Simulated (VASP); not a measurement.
Band structure of Sr₃SbN (space group Pm-3m). All values below come from PBEsol GGA, VASP's PBE PAW potentials (set 64) (plane waves; VASP 6.6.1).

Unless said otherwise, spin-orbit coupling is left out, though it shifts the bands of the heavy elements here.

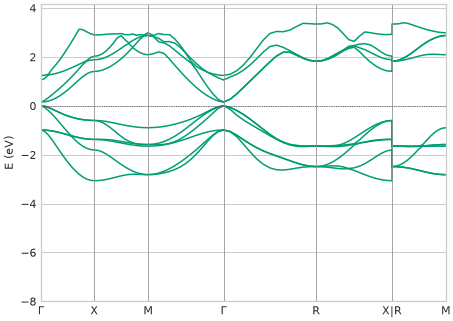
Fig. 1. Bands along high-symmetry lines, zero at the valence-band maximum or, without a gap, the Fermi level

**Question.** Read the plot: is there a gap, and where are the band edges?

**Answer.** The gap is direct, 0.15 eV, from the valence maximum at Γ to the conduction minimum at Γ. (Edges off the drawn lines would not show.)

The structure comes from a computed database's Sr3SbN entry (Pm-3m); how it stands against other phases isn't given here. It was relaxed first.
